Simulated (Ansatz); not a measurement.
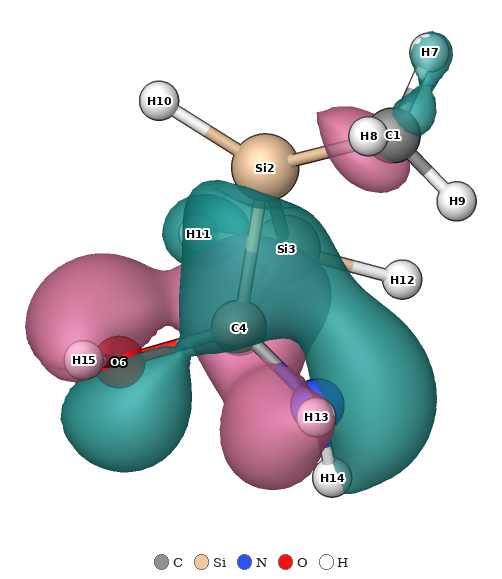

The picture shows: C$_{2}$H$_{9}$NOSi$_{2}$ (SMILES C[SiH]1[SiH2]C1(N)O). The HOMO−1 at ±0.1 Å⁻³ᐟ² (teal and pink are the two phases), seen at an oblique angle.

These are results of RKS revPBE-D4/6-31G (Ansatz 0.2.0), not measurements.

```tsv
atom	x (Å)	y (Å)	z (Å)
C	-0.0642	-2.2982	-0.3387
Si	-0.0942	-0.6754	0.6923
Si	-2.0646	0.5301	1.0342
C	-1.2044	-0.6765	2.3332
N	-1.8807	-1.8967	2.6070
O	-0.6889	0.1347	3.4676
H	0.0498	-2.0820	-1.4138
H	0.7631	-2.9551	-0.0193
H	-1.0215	-2.8199	-0.1765
H	1.2296	0.0477	0.8287
H	-2.0350	2.0030	1.3554
H	-3.3748	0.0435	0.4582
H	-1.3142	-2.7072	2.8623
H	-2.7615	-1.8318	3.1194
H	0.1296	-0.3110	3.8152
```

### Describe this orbital and give its energy.

By Hirshfeld shares it lies mainly on O6 (about 30 %), N5 (about 25 %), C4 (about 15 %), Si2 (about 5 %) and Si3 (about 5 %). Its energy is −5.25 eV.
